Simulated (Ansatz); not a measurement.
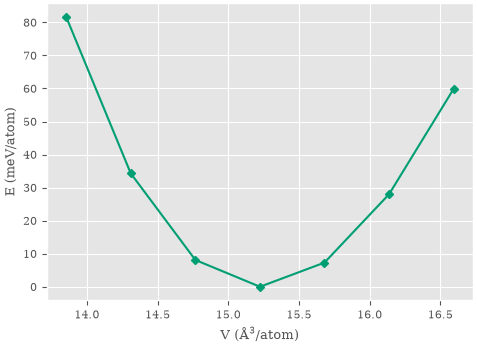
Figure. Hf$_{2}$O in space group P6_3/mmc (No. 194; Hf on 4f, O on 2b) under volume change, the program Ansatz at the PBEsol level (PAW), shape and atoms relaxed at each volume.

**Question.** What does a third-order Birch–Murnaghan fit give for V₀, B₀ and B′?

**Answer.** V₀ = 15.22 Å³/atom, B₀ = 180 GPa, B′ = 4.2.

The start of the workflow was typed in or built on a structure type; neither database checked (COD, Materials Project) lists it. Whether it is the stable phase at ambient conditions was not checked. The cell was relaxed with PBEsol under the symmetry of its start; its stability against distortions is not shown here. No spin polarisation was allowed. Scalar-relativistic: spin–orbit coupling is off unless named, which matters more the heavier the elements.

Potentials: the earlier of the program's two PAW sets. The files were generated under PBE; for other functionals the program regenerates the frozen cores, and for LDA and PBEsol the local potential too.
